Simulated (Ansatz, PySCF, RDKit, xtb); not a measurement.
# C4H7FGeS: ranking a sample of isomers

A sample of isomers of C4H7FGeS is drawn. Aim: find which of them has the lowest free energy at 298.15 K, then its properties. The sample is small against all isomers, and the most stable one of this formula need not be in it.

The funnel: GFN2-xTB relaxations, single points with a density functional, relaxations at B3LYP/def2-SVP, harmonic vibrations (at GFN2-xTB), and a last energy at a higher level. All values are calculated.

## Step 1: Drawing up candidates

Isomers were taken from a list of plausible structures; this is a sample, not all of them. That gives 4 candidates.

| label | SMILES | spin |
| --- | --- | --- |
| c401 | [F][Ge@@H]1[CH2]C=CS[CH2]1 | singlet |
| c754 | C=[CH][GeH2][S]/C=C/F | singlet |
| c811 | CSCC#[C][GeH2][F] | singlet |
| c869 | C=C(F)C(=S)[CH2][GeH3] | singlet |

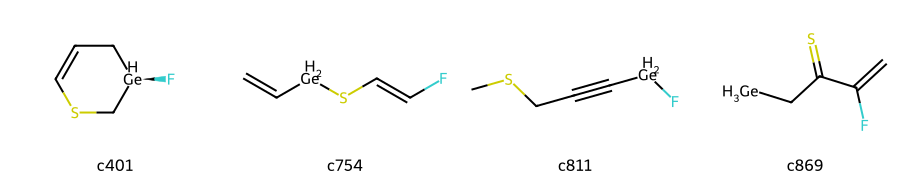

Structural formulas of the candidates.

Candidates are built by distance geometry, with a force field where one applies, in up to four conformers (letters a to d).

## Step 2: Cheap relaxation of all starts

All 8 starts are relaxed the same way. One of them, c754b (taken from a list of plausible isomers, embedded by distance geometry and UFF), in full:

Input file start.xyz:

```xyz
14
c754b
C      0.325804     0.611264     1.888547
C      1.555877     0.622666     1.391895
C     -0.512337     1.480411    -1.545156
C     -1.017055     0.643948    -2.462863
F     -2.320599     0.218656    -2.364438
Ge     1.895685     0.325429    -0.429149
S      1.158047     1.998306    -1.650588
H      0.110420     0.769840     2.922326
H     -0.516037     0.418137     1.243521
H      2.348468     0.822920     2.132802
H      1.246313    -0.964109    -0.872467
H      3.480567     0.235159    -0.623014
H     -1.175843     1.865522    -0.742897
H     -0.429346     0.286716    -3.286251
```

The run is started by

```bash
$ xtb start.xyz --gfn 2 --opt
```

Log, cut to the lines that bear on the results:

```text
* xtb version 6.7.1
[...]
          :  # basis functions                  47          :
[...]
          :  # electrons                        40          :
[...]
          :  Hamiltonian                  GFN2-xTB          :
[...]
          :  net charge                          0          :
          :  unpaired electrons                  0          :
[...]
   *** convergence criteria satisfied after 14 iterations ***
[...]
   *** GEOMETRY OPTIMIZATION CONVERGED AFTER 58 ITERATIONS ***
[...]
   *** convergence criteria satisfied after 3 iterations ***
[...]
         ::                     SUMMARY                     ::
         :::::::::::::::::::::::::::::::::::::::::::::::::::::
         :: total energy             -21.980915061824 Eh    ::
         :: gradient norm              0.000854979669 Eh/a0 ::
         :: HOMO-LUMO gap              3.457682793465 eV    ::
         ::.................................................::
         :: SCC energy               -22.220250029529 Eh    ::
         :: -> isotropic ES            0.010242772383 Eh    ::
         :: -> anisotropic ES         -0.000458821190 Eh    ::
         :: -> anisotropic XC          0.008119363471 Eh    ::
         :: -> dispersion             -0.011067362302 Eh    ::
         :: repulsion energy           0.239334967705 Eh    ::
         :: add. restraining           0.000000000000 Eh    ::
         :: total charge               0.000000000000 e     ::
         :::::::::::::::::::::::::::::::::::::::::::::::::::::
[...]
        20        2.0000           -0.3790216             -10.3137 (HOMO)
        21                         -0.2519541              -6.8560 (LUMO)
[...]
     #   Z          covCN         q      C6AA      α(0)
     1   6          2.854    -0.069    29.718     8.935
     2   6          2.795    -0.072    29.774     8.939
     3   6          2.884    -0.010    28.256     8.715
     4   6          2.730     0.103    25.695     8.299
     5   9          0.787    -0.217    11.411     3.990
     6  32          3.670     0.167   168.567    23.318
     7  16          1.901    -0.189   149.068    20.549
     8   1          0.926     0.054     2.273     2.358
     9   1          0.926     0.052     2.300     2.371
    10   1          0.925     0.056     2.245     2.343
    11   1          0.935    -0.012     3.278     2.831
    12   1          0.937    -0.002     3.099     2.752
    13   1          0.926     0.079     1.993     2.208
    14   1          0.926     0.061     2.185     2.312
[...]
     #   Z sym  total        # sym  WBO       # sym  WBO       # sym  WBO
 ---------------------------------------------------------------------------
     1   6      3.990 --     2      1.976     9      0.969     8      0.969
     2   6      3.984 --     1      1.976    10      0.953     6      0.881
     3   6      3.969 --     4      1.827     7      1.077    13      0.956
     4   6      3.873 --     3      1.827     5      0.963    14      0.940
                             7      0.106
     5   9      1.101 --     4      0.963
     6  32      3.628 --     7      0.923     2      0.881    12      0.834
                            11      0.823
     7  16      2.322 --     3      1.077     6      0.923     4      0.106
     8   1      0.993 --     1      0.969
     9   1      0.997 --     1      0.969
    10   1      0.997 --     2      0.953
    11   1      1.000 --     6      0.823
[...]
molecular dipole:
                 x           y           z       tot (Debye)
 q only:        0.574      -0.429       0.701
   full:        0.328      -0.476       0.860       2.634
molecular quadrupole (traceless):
[...]
          | TOTAL ENERGY              -21.980915061824 Eh   |
          | GRADIENT NORM               0.000854979669 Eh/α |
          | HOMO-LUMO GAP               3.457682793465 eV   |
           -------------------------------------------------
[...]
```

Wall time 0.41 s (4 threads of Arm Neoverse V1, shared host).

## Step 3: What the search left

8 of the 8 relaxations converged. 8 distinct structures remain:

| label | start | SMILES after | spin | energy (kcal/mol) |
| --- | --- | --- | --- | --- |
| c401a | drawn | [F][Ge@@H]1[CH2]C=CS[CH2]1 | singlet | 0.0 |
| c811a | drawn | CSCC#[C][GeH2][F] | singlet | 21.7 |
| c869b | drawn | C=C(F)C(=S)[CH2][GeH3] | singlet | 35.0 |
| c754b | drawn | C=[CH][GeH2][S]/C=C/F | singlet | 36.2 |
| c754c | drawn | C=[CH][GeH2][S]/C=C/F | singlet | 37.1 |
| c754a | drawn | C=[CH][GeH2][S]/C=C/F | singlet | 37.8 |
| c754d | drawn | C=[CH][GeH2][S]/C=C/F | singlet | 38.5 |
| c869a | drawn | C=C(F)C(=S)[CH2][GeH3] | singlet | 40.5 |

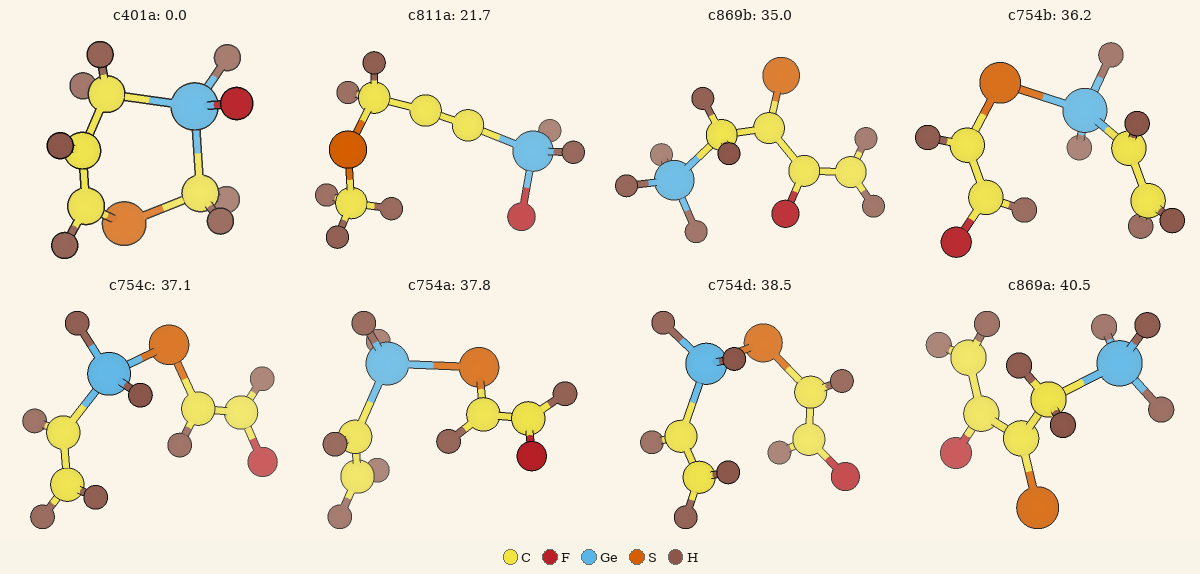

The 8 lowest minima that did not fall apart, with their GFN2-xTB energies in kcal/mol.

## Step 4: Single points on the low minima

A choice of the minima (the low ones first, few conformers of a pattern, up to a cap) and the lowest that fell apart get a single point at r2SCAN-D4/def2-SVP on the tight-binding geometry, and one at HF/STO-3G for comparison. The lowest singlets are also tried as triplets at the same geometry (label ending in t). The first, c401a:

Input file input.yaml:

```yaml
basis:
  gaussian: {orbitals: def2-SVP}
crystal:
  periodic: [false, false, false]
  atoms:
    - symbol: C
      position_ang: [-0.668228, -0.332572, 0.630580]
    - symbol: C
      position_ang: [-1.906619, -0.854999, 1.273599]
    - symbol: C
      position_ang: [-3.089581, -0.251849, 1.233792]
    - symbol: C
      position_ang: [-2.897070, 0.738396, -1.340673]
    - symbol: F
      position_ang: [-1.121155, -1.507806, -2.132278]
    - symbol: Ge
      position_ang: [-1.031877, 0.048536, -1.298165]
    - symbol: S
      position_ang: [-3.427487, 1.233596, 0.338499]
    - symbol: H
      position_ang: [0.035955, 0.751706, -2.125281]
    - symbol: H
      position_ang: [-0.395481, 0.625092, 1.080420]
    - symbol: H
      position_ang: [0.163191, -1.022671, 0.757844]
    - symbol: H
      position_ang: [-1.826600, -1.793985, 1.804615]
    - symbol: H
      position_ang: [-3.942918, -0.624713, 1.778292]
    - symbol: H
      position_ang: [-3.012465, 1.627684, -1.954732]
    - symbol: H
      position_ang: [-3.578686, -0.033164, -1.696064]
hamiltonian: {xc: r2scan, dispersion: d4}
scf: {lower_state_search: "off"}
```

The run is started by

```bash
$ ansatz run input.yaml --threads 4 --pin off --max-ram 7830MiB --events-out events.jsonl --progress --plain --runs-dir runs
```

Log, cut to the lines that bear on the results:

```text
Warning: RAYON_NUM_THREADS=4 ignored (pool sized by the plan → 4); use --threads N
Functional definition: r2SCAN
  name "r2SCAN"
[...]
1742 factors; their error is unknown
[...]
mean field -74312.83845895 eV, -2730.9464423152 hartree, gradient 5.5e-6 eV, S^2 0.000000; 0 other end points of the search recorded, 0 dependent functions left out
reference -74312.83846964 eV, -2730.9464427083 hartree; 44, 44 occupied and 111, 111 virtual orbitals, 1742 factors
Total energy: -74312.94574135 eV, -2730.9503848707 hartree
Checks for a lower state left out: stability, starts, cluster_reference, orbital_swaps, neighbouring_geometries, increment
```

Wall time 2.6 s (4 threads of Arm Neoverse V1, shared host); peak memory 0.24 GiB.

Relative energies in kcal/mol, each column from its lowest structure that stays in one piece:

| label | SMILES | spin | GFN2-xTB | HF/STO-3G | r2SCAN-D4/def2-SVP |
| --- | --- | --- | --- | --- | --- |
| c401a | [F][Ge@@H]1[CH2]C=CS[CH2]1 | singlet | 0.0 | 0.0 | 0.0 |
| c811a | CSCC#[C][GeH2][F] | singlet | 21.7 | 32.0 | 38.7 |
| c869b | C=C(F)C(=S)[CH2][GeH3] | singlet | 35.0 | 49.3 | 42.3 |
| c754b | C=[CH][GeH2][S]/C=C/F | singlet | 36.2 | 37.8 | 43.0 |
| c869bt | C=C(F)C(=S)[CH2][GeH3] | triplet | – | – | 81.1 |
| c401at | [F][Ge@@H]1[CH2]C=CS[CH2]1 | triplet | – | – | 82.0 |
| c811at | CSCC#[C][GeH2][F] | triplet | – | – | 140.1 |

## Step 5: Third filter: density-functional geometries

3 candidates are relaxed at B3LYP/def2-SVP (chosen among the lowest in one piece). The first, c401a:

Changes to input.yaml since step 4:

```diff
@@ -1,3 +1 @@
-basis:
-  gaussian: {orbitals: def2-SVP}
 crystal:
@@ -33,3 +31,6 @@
       position_ang: [-3.578686, -0.033164, -1.696064]
-hamiltonian: {xc: r2scan, dispersion: d4}
+basis:
+  gaussian: {orbitals: def2-SVP}
 scf: {lower_state_search: "off"}
+hamiltonian: {xc: {name: B3LYP}}
+relax: {f_tol: 0.006}
```

The run is started by

```bash
$ ansatz run input.yaml --threads 4 --pin off --max-ram 7830MiB --events-out events.jsonl --progress --plain --runs-dir runs
```

Log, cut to the lines that bear on the results:

```text
Warning: RAYON_NUM_THREADS=4 ignored (pool sized by the plan → 4); use --threads N
[...]
Functional definition: B3LYP
  name "B3LYP"
[...]
1694 factors; integrals over basis functions are off by at most 3.2e-4 eV
[...]
mean field -74318.98734305 eV, -2731.1724096381 hartree, gradient 7.9e-6 eV, S^2 0.000000; 0 other end points of the search recorded, 0 dependent functions left out
[...]
reference -74318.98761585 eV, -2731.1724196633 hartree; 44, 44 occupied and 111, 111 virtual orbitals, 1694 factors
relax step   1: F+E_penalty+E_count = -74318.98734305 eV  Δ(F+E_penalty+E_count) = +0.000e0 eV  max|allowed force component| = 6.946e-1 eV/Å  Δτ_max = 0.0000 Å  (17 SCF iters, accepted)
[...]
relax step   5: F+E_penalty+E_count = -74319.08854940 eV  Δ(F+E_penalty+E_count) = -5.543e-4 eV  max|allowed force component| = 2.853e-2 eV/Å  Δτ_max = 0.0069 Å  (15 SCF iters, accepted)
[...]
Atom 5 at    -1.055443     0.020039    -1.304530 Å, force     0.000532    -0.003245    -0.004240 eV/Å
Atom 6 at    -3.484487     1.231852     0.307844 Å, force    -0.000225    -0.001191     0.000894 eV/Å
Atom 7 at    -0.002379     0.930088    -1.974352 Å, force    -0.001133    -0.000528     0.001224 eV/Å
Atom 8 at    -0.321794     0.563384     1.007078 Å, force     0.000308     0.000194     0.000014 eV/Å
Atom 9 at     0.132614    -1.121510     0.663992 Å, force     0.000072     0.000338    -0.000260 eV/Å
Atom 10 at    -1.848734    -1.752742     1.913006 Å, force    -0.001036    -0.000046     0.000208 eV/Å
Atom 11 at    -3.939484    -0.567449     1.898029 Å, force    -0.000425    -0.000669     0.001223 eV/Å
Atom 12 at    -2.975436     1.591978    -1.998354 Å, force     0.000510    -0.001562     0.001548 eV/Å
Atom 13 at    -3.566638    -0.075284    -1.760686 Å, force     0.001076     0.001289     0.001439 eV/Å
Dipole moment:     0.102229     0.144735     0.184734 e Å
Checks for a lower state left out: stability, starts, cluster_reference, orbital_swaps, neighbouring_geometries, increment
```

It took 51 s on 4 threads of Arm Neoverse V1, shared host; peak memory 0.47 GiB.

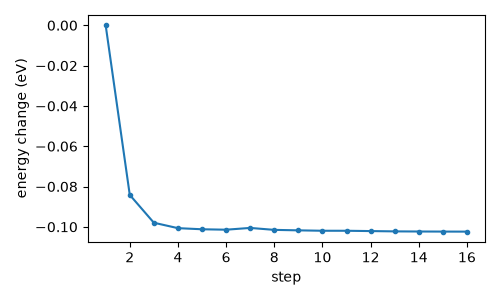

Energy along the run, all evaluated steps.

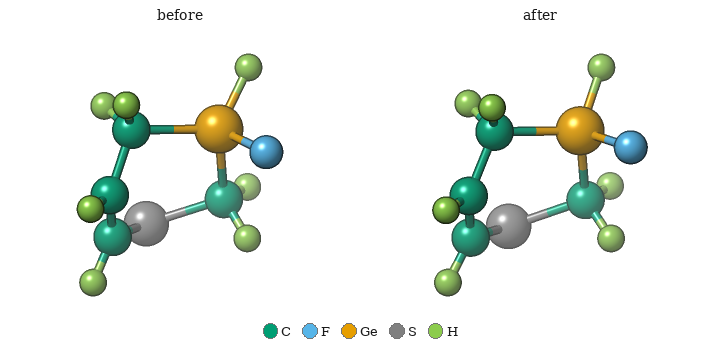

Before and after, at one scale.

After the run. Bond lengths: C1–C2 1.500 Å, C2–C3 1.346 Å, C1–Ge6 1.968 Å, C4–Ge6 1.967 Å, F5–Ge6 1.761 Å, C3–S7 1.781 Å, C4–S7 1.842 Å, Ge6–H8 1.545 Å, C1–H9 1.107 Å, C1–H10 1.099 Å, C2–H11 1.096 Å, C3–H12 1.094 Å, C4–H13 1.100 Å, C4–H14 1.101 Å. Some angles: C1–C2–C3 125.2°, C2–C1–Ge6 111.9°, C2–C3–S7 125.2°, C1–Ge6–C4 105.9°, C1–Ge6–F5 108.7°, C4–Ge6–F5 107.3°, Ge6–C4–S7 111.9°, C3–S7–C4 101.4°, C1–C2–H11 117.5°, C3–C2–H11 117.3°.

## Step 6: Ranking at B3LYP/def2-SVP

| label | spin | r2SCAN-D4/def2-SVP (kcal/mol) | B3LYP/def2-SVP, relaxed (kcal/mol) | time |
| --- | --- | --- | --- | --- |
| c401a | singlet | 0.0 | 0.0 | 51 s |
| c811a | singlet | 38.7 | 32.5 | 2.5 min |
| c869b | singlet | 42.3 | 39.4 | 45 s |

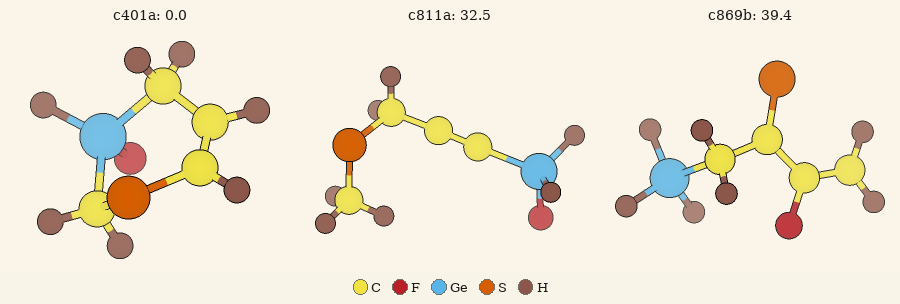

The relaxed structures, with energies at B3LYP/def2-SVP in kcal/mol.

## Step 7: Vibrations and thermal terms

The lowest few in one piece go on as finalists. In this search the thermal terms come from GFN2-xTB at its own nearest minimum. The first, c401a:

Input file start.xyz:

```xyz
14
c401a
C     -0.685547    -0.392070     0.583821
C     -1.919453    -0.839828     1.310657
C     -3.106629    -0.207034     1.286637
C     -2.900003     0.702032    -1.356601
F     -1.025608    -1.480204    -2.226094
Ge    -1.055443     0.020039    -1.304530
S     -3.484487     1.231852     0.307844
H     -0.002379     0.930088    -1.974352
H     -0.321794     0.563384     1.007078
H      0.132614    -1.121510     0.663992
H     -1.848734    -1.752742     1.913006
H     -3.939484    -0.567449     1.898029
H     -2.975436     1.591978    -1.998354
H     -3.566638    -0.075284    -1.760686
```

The run is started by

```bash
$ xtb start.xyz --gfn 2 --ohess tight
```

Log, cut to the lines that bear on the results:

```text
* xtb version 6.7.1
[...]
          :  # basis functions                  47          :
[...]
          :  # electrons                        40          :
[...]
          :  Hamiltonian                  GFN2-xTB          :
[...]
          :  net charge                          0          :
          :  unpaired electrons                  0          :
[...]
   *** convergence criteria satisfied after 13 iterations ***
[...]
   *** GEOMETRY OPTIMIZATION CONVERGED AFTER 22 ITERATIONS ***
[...]
   *** convergence criteria satisfied after 3 iterations ***
[...]
         ::                     SUMMARY                     ::
         :::::::::::::::::::::::::::::::::::::::::::::::::::::
         :: total energy             -22.038655138431 Eh    ::
         :: gradient norm              0.000077970776 Eh/a0 ::
         :: HOMO-LUMO gap              3.276060206742 eV    ::
         ::.................................................::
         :: SCC energy               -22.245885319316 Eh    ::
         :: -> isotropic ES            0.012325730535 Eh    ::
         :: -> anisotropic ES          0.001426653820 Eh    ::
         :: -> anisotropic XC          0.009791864588 Eh    ::
         :: -> dispersion             -0.011721754555 Eh    ::
         :: repulsion energy           0.207230180885 Eh    ::
         :: add. restraining           0.000000000000 Eh    ::
         :: total charge              -0.000000000000 e     ::
         :::::::::::::::::::::::::::::::::::::::::::::::::::::
[...]
        20        2.0000           -0.3648798              -9.9289 (HOMO)
        21                         -0.2444868              -6.6528 (LUMO)
[...]
molecular dipole:
                 x           y           z       tot (Debye)
 q only:        0.494       0.411       0.281
   full:        0.424       0.307       0.393       1.664
molecular quadrupole (traceless):
[...]
          | TOTAL ENERGY              -22.038655138433 Eh   |
          | TOTAL ENTHALPY            -21.934698435565 Eh   |
          | TOTAL FREE ENERGY         -21.978879996033 Eh   |
          | GRADIENT NORM               0.000077996254 Eh/α |
[...]
```

Run time: 0.32 s. Hardware: 4 threads of Arm Neoverse V1, shared host.

## Step 8: Thermal terms of the finalists

As xtb prints them, at 298.15 K, with its own treatment of low modes:

| label | SMILES | spin | lowest mode (cm⁻¹) | zero-point (kcal/mol) | G − E (kcal/mol) |
| --- | --- | --- | --- | --- | --- |
| c401a | [F][Ge@@H]1[CH2]C=CS[CH2]1 | singlet | 47 | 59.1 | 37.5 |
| c811a | CSCC#[C][GeH2][F] | singlet | 9 | 56.7 | 32.9 |
| c869b | C=C(F)C(=S)[CH2][GeH3] | singlet | 56 | 56.1 | 33.7 |

## Step 9: Energies at the top level

Single points at CCSD(T)/def2-SVP + MP2/def2-TZVPP - MP2/def2-SVP on the refined geometries decide the order.

c401a, CCSD(T)/def2-SVP:

Input file input.yaml:

```yaml
crystal:
  periodic: [false, false, false]
  atoms:
    - symbol: C
      position_ang: [-0.685547, -0.392070, 0.583821]
    - symbol: C
      position_ang: [-1.919453, -0.839828, 1.310657]
    - symbol: C
      position_ang: [-3.106629, -0.207034, 1.286637]
    - symbol: C
      position_ang: [-2.900003, 0.702032, -1.356601]
    - symbol: F
      position_ang: [-1.025608, -1.480204, -2.226094]
    - symbol: Ge
      position_ang: [-1.055443, 0.020039, -1.304530]
    - symbol: S
      position_ang: [-3.484487, 1.231852, 0.307844]
    - symbol: H
      position_ang: [-0.002379, 0.930088, -1.974352]
    - symbol: H
      position_ang: [-0.321794, 0.563384, 1.007078]
    - symbol: H
      position_ang: [0.132614, -1.121510, 0.663992]
    - symbol: H
      position_ang: [-1.848734, -1.752742, 1.913006]
    - symbol: H
      position_ang: [-3.939484, -0.567449, 1.898029]
    - symbol: H
      position_ang: [-2.975436, 1.591978, -1.998354]
    - symbol: H
      position_ang: [-3.566638, -0.075284, -1.760686]
basis:
  gaussian:
    orbitals: def2-SVP
correlation:
  method: ccsd_t
  frozen_orbitals: {Ge: 9, H: 0, F: 1, C: 1, S: 5}
```

The run is started by

```bash
$ ansatz run input.yaml --threads 4 --pin off --max-ram 7830MiB --events-out events.jsonl --progress --plain --runs-dir runs
```

Log, cut to the lines that bear on the results:

```text
Warning: RAYON_NUM_THREADS=4 ignored (pool sized by the plan → 4); use --threads N
Functional definition: HF
  name "HF"
[...]
1547 factors; integrals over basis functions are off by at most 1.2e-3 eV
[...]
mean field -74213.98466755 eV, -2727.3136324869 hartree, gradient 1.1e-6 eV, S^2 0.000000; 0 other end points of the search recorded, 0 dependent functions left out; unrestricted orbitals would lower it
19 core orbitals not correlated: weight in the atoms' cores, before any rotation towards them, 1.000 or more for the frozen orbitals, at most 0.000 for the correlated occupied ones
reference -74213.98466755 eV, -2727.3136324869 hartree; 25, 25 occupied and 111, 111 virtual orbitals, 1547 factors
second order -29.50037542 eV of doubles, -0.00000000 eV of singles
cycle   1  -29.86775731 eV  change   -3.7e-1 eV  update   1.3e-1
[...]
cycle  10  -30.86221453 eV  change    8.4e-6 eV  update   2.3e-5
perturbative correction -1.02610355 eV, -0.0377086098 hartree
Total energy: -74245.87298563 eV, -2728.4855065616 hartree
```

It took 53 s on 4 threads of Arm Neoverse V1, shared host; peak memory 1.5 GiB.

## Step 10: c401a at MP2/def2-TZVPP

Input file input.yaml:

```yaml
crystal:
  periodic: [false, false, false]
  atoms:
    - {symbol: C, position_ang: [-0.685547, -0.392070, 0.583821]}
    - {symbol: C, position_ang: [-1.919453, -0.839828, 1.310657]}
    - {symbol: C, position_ang: [-3.106629, -0.207034, 1.286637]}
    - {symbol: C, position_ang: [-2.900003, 0.702032, -1.356601]}
    - {symbol: F, position_ang: [-1.025608, -1.480204, -2.226094]}
    - {symbol: Ge, position_ang: [-1.055443, 0.020039, -1.304530]}
    - {symbol: S, position_ang: [-3.484487, 1.231852, 0.307844]}
    - {symbol: H, position_ang: [-0.002379, 0.930088, -1.974352]}
    - {symbol: H, position_ang: [-0.321794, 0.563384, 1.007078]}
    - {symbol: H, position_ang: [0.132614, -1.121510, 0.663992]}
    - {symbol: H, position_ang: [-1.848734, -1.752742, 1.913006]}
    - {symbol: H, position_ang: [-3.939484, -0.567449, 1.898029]}
    - {symbol: H, position_ang: [-2.975436, 1.591978, -1.998354]}
    - {symbol: H, position_ang: [-3.566638, -0.075284, -1.760686]}
basis:
  gaussian:
    orbitals: def2-TZVPP
correlation:
  method: mp2
  frozen_orbitals: {Ge: 9, H: 0, F: 1, C: 1, S: 5}
```

The run is started by

```bash
$ ansatz run input.yaml --threads 4 --pin off --max-ram 7830MiB --events-out events.jsonl --progress --plain --runs-dir runs
```

Log:

```text
Warning: RAYON_NUM_THREADS=4 ignored (pool sized by the plan → 4); use --threads N
[... 2 set-up lines as earlier in the session ...]
  exchange = exact_x
  correlation = 0
2072 factors; integrals over basis functions are off by at most 9.4e-4 eV
mean field evaluation 1: about -74227.9746 eV, gradient 4.4e1 eV
mean field evaluation 2: about -74228.3247 eV, gradient 4.4e1 eV
mean field evaluation 4: about -74233.0588 eV, gradient 5.3e0 eV
mean field evaluation 8: about -74233.1643 eV, gradient 4.0e-1 eV
mean field evaluation 16: about -74233.1653 eV, gradient 2.6e-6 eV
mean field -74233.16527051 eV, -2728.0185066446 hartree, gradient 2.6e-6 eV, S^2 0.000000; 0 other end points of the search recorded, 0 dependent functions left out; unrestricted orbitals would lower it
19 core orbitals not correlated: weight in the atoms' cores, before any rotation towards them, 1.000 or more for the frozen orbitals, at most 0.000 for the correlated occupied ones
reference -74233.16527051 eV, -2728.0185066446 hartree; 25, 25 occupied and 299, 299 virtual orbitals, 2072 factors
second order -36.38742175 eV of doubles, -0.00000000 eV of singles
Total energy: -74269.55269226 eV, -2729.3557197295 hartree
```

It took 14 s on 4 threads of Arm Neoverse V1, shared host; peak memory 1.3 GiB.

[end of part 1 of 2]
